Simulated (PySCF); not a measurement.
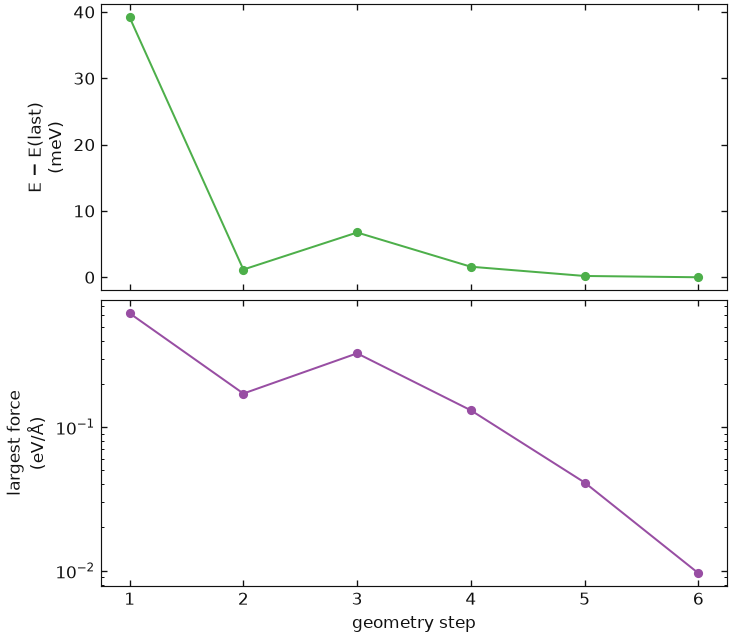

History of a geometry optimisation. The run: isobutyl formate (SMILES CC(C)COC=O), by PBE0-D3(BJ)/def2-SVP, geometry optimisation in PySCF.

The optimisation met its thresholds at geometry 6, counting the start as the first. The energy fell by about 39 meV from the first step to the last, with a rise at step 3. The largest force goes from about 0.62 eV/Å at the start to 0.01 eV/Å at the end.
